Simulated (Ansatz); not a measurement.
# C2H4OS (SMILES CC(=O)S): the atomisation enthalpy at 298 K, rung by rung

C2H4OS has 8 atoms, charge 0, and is taken as a singlet. As SMILES, `CC(=O)S`. Geometry: relaxed at PBE0-D4/def2-TZVP. This is one conformer, not always the lowest.

```xyz
8

C     0.0094    1.0552   -0.0019
C     0.2786   -0.4120   -0.1776
O     1.1551   -0.8609   -0.8579
S    -0.8805   -1.4407    0.7176
H     0.9279    1.6110   -0.1850
H    -0.3842    1.2806    0.9899
H    -0.7380    1.3591   -0.7400
H    -0.3684   -2.5923    0.2549
```

Quantity: the atomisation enthalpy at 298 K, in kJ/mol. The values are calculated. The thermal term (zero-point and 298 K enthalpy, harmonic and unscaled) is that of PBE0-D4/def2-TZVP; the spin-orbit lowering of the free atoms at 298 K, 2.3 kJ/mol by their spectra, is taken off.

**What was measured.** CRC Handbook of Chemistry and Physics gives the atomisation enthalpy at 298 K of the gas as 3007 kJ/mol.

```
             level                    kind  program  value (kJ/mol)  computed − measured  CPU time (all runs)
    SVWN5/def2-SVP                     LDA   Ansatz            3558                 +551                  5 s
      PBE/def2-SVP                     GGA   Ansatz            3129                 +122                7.5 s
    BHLYP/def2-SVP           global hybrid   Ansatz            2880                 -127                8.4 s
CAM-B3LYP/def2-SVP  range-separated hybrid   Ansatz            3018                  +11                9.1 s
    wB97X/def2-SVP  range-separated hybrid   Ansatz            3021                  +14                 29 s
   B2PLYP/def2-SVP           double hybrid   Ansatz            2961                  -46                 12 s
  RPA@PBE/def2-SVP                     RPA   Ansatz            2730                 -277                 13 s
      MP2/def2-SVP     perturbation theory   Ansatz            2896                 -111                3.2 s
     CCSD/def2-SVP   coupled cluster or CI   Ansatz            2801                 -206                 12 s
```

Nearest: CAM-B3LYP/def2-SVP (+11 kJ/mol); farthest: SVWN5/def2-SVP (+551 kJ/mol). Computed less measured by kind, in kJ/mol (def2-SVP rows): LDA +551; GGA +122; global hybrid -127; range-separated hybrid +11 to +14; double hybrid -46; RPA -277; perturbation theory -111; coupled cluster or CI -206. In a finite basis correlated wave-function methods underbind, so their errors here aren't those of the basis-set limit. CPU times are rough (shared hosts, several kinds of processor): they show what a rung costs within a factor of a few.

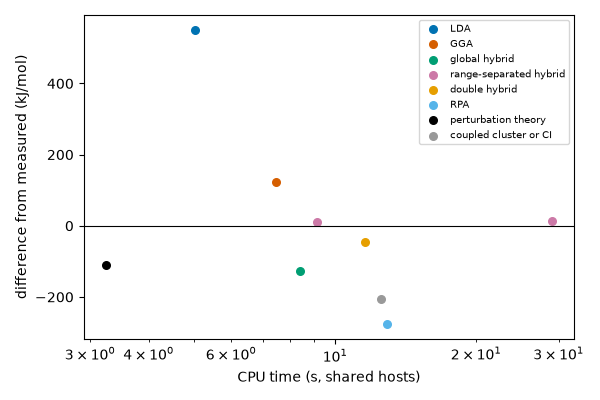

Difference from the measured value against processor time, one point a level.
